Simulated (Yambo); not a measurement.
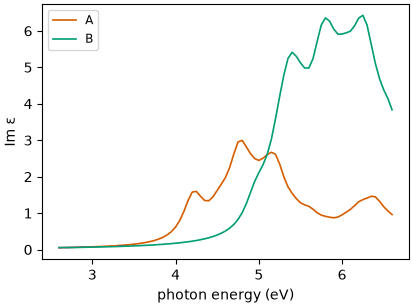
*Two computed absorption spectra of Ba2MgWO6 (space group Fm-3m, No. 225) (Yambo, PBEsol bands with the same scissor, field along x)*

Problem. Which curve includes the electron-hole attraction (BSE), and where are its main peaks?

Solution. Curve A: the attraction moves weight to lower energy (centre of the plotted range 5.1 eV against 5.7 eV). Its peaks lie at 4.2 eV, 4.8 eV, 6.3 eV. Settings: 4×4×4 mesh, 12 valence and 3 conduction bands, static screening with 91 bands and a 3 Ry block, scissor 1.73 eV, Tamm-Dancoff. The scissor comes from a G0W0 run whose convergence isn't established. Broadening 0.15 eV. The band window holds all transitions up to 6.6 eV. Fine structure above the onset can come from the mesh.

Spin-orbit coupling is not included.

Geometry of the Materials Project entry, not relaxed at this level; primitive cell a = 5.824 Å, b = 5.824 Å, c = 5.824 Å, α = 60.00°, β = 60.00°, γ = 60.00°.
